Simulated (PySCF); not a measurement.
# TaH₅: the energy surface near the minimum

Aim: map the energy of singlet TaH₅ about its PBE0 minimum, with rigid distortions.

Method: PBE0, basis Ta def2-TZVP with ECP60, H def2-TZVP, scalar-relativistic core potentials, no spin–orbit coupling, density fitting; program: PySCF 2.14.0.

### Step 1. Where the work starts

6 atoms, charge 0, spin multiplicity 1.

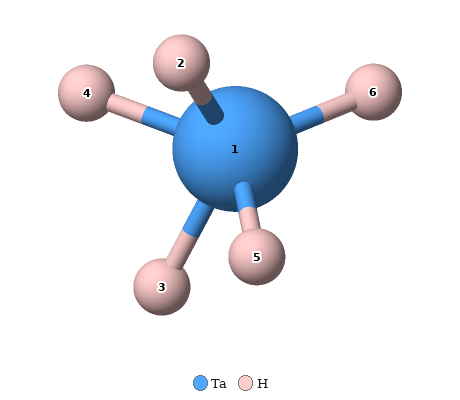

As it starts; tantalum blue, hydrogen pink; atoms are numbered from 1 in the order of the file.

Coordinates in bohr (charge 0 multiplicity 1):
```
Ta    0.0000    0.0000    0.0000
H     0.7872    1.3426    2.9264
H     0.7872    1.3426   -2.9264
H     3.3116   -0.1376    0.0000
H    -1.7373    2.8227    0.0000
H    -1.7110   -2.9181    0.0000
```

### Step 2. Breathing scan

One driver script runs all scans and calls PySCF for each point, on a (75, 302) grid.

Launch:

```console
$ OMP_NUM_THREADS=2 python axn.py task.json out
```

A rigid scan with PBE0: all bonds to the central atom are scaled together. Each point starts from its neighbour's orbitals, and energies count from the minimum.

```
scale of all bonds to the centre  energy (kJ/mol)  dipole size (D)
                            0.88            192.9             1.79
                            0.92             78.7             1.80
                            0.96             18.1             1.81
                            1.00              0.0             1.81
                            1.04             15.2             1.81
                            1.08             56.3             1.80
                            1.14            153.1             1.77
                            1.22            324.2             1.72
                            1.35            645.9             1.60
```

The scan ran for 8.1 s (2 threads of Arm Neoverse V1, shared host).

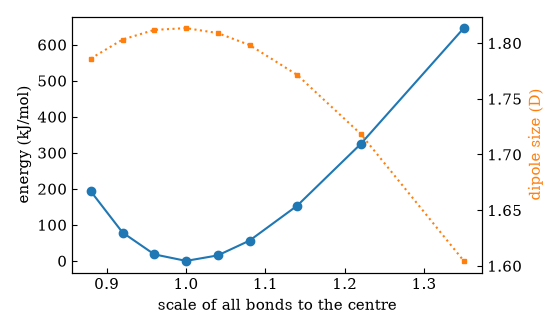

Energy (circles) and dipole moment (squares) along the scan.

### Step 3. Stretching one bond

A rigid scan with PBE0: the bond from Ta to the last atom (H) is scaled and the rest held.

```
scale of one bond  energy (kJ/mol)  dipole size (D)
             0.92             14.7             2.23
             0.96              3.4             2.02
             1.00              0.0             1.81
             1.05              4.3             1.56
             1.12             21.4             1.20
             1.20             50.8             0.80
             1.35            118.2             0.10
             1.55            209.3             0.74
             1.80            306.1             1.56
             2.20            414.8             2.39
```

The scan took 9.2 s.

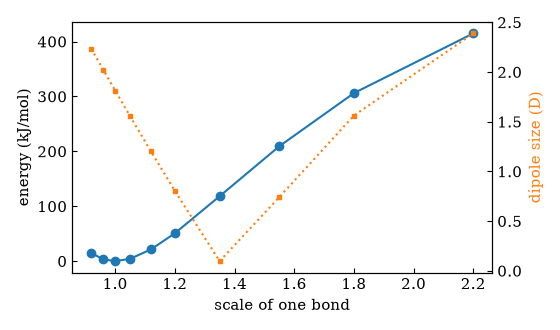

Energy (circles) and dipole moment (squares) along the scan.

A restricted determinant lies too high at long bonds, where the pair should uncouple.

### Step 4. Summary of results

```
            quantity        value
all bonds 4 % longer  15.2 kJ/mol
one bond 20 % longer  50.8 kJ/mol
```

**Reading.** Shortening all bonds by 4 % costs 18.1 kJ/mol and lengthening them 15.2: the wall is steeper on the short side. Whether spin polarisation would lower the closed shell was not checked. With an element this heavy the missing spin–orbit coupling can shift these numbers.
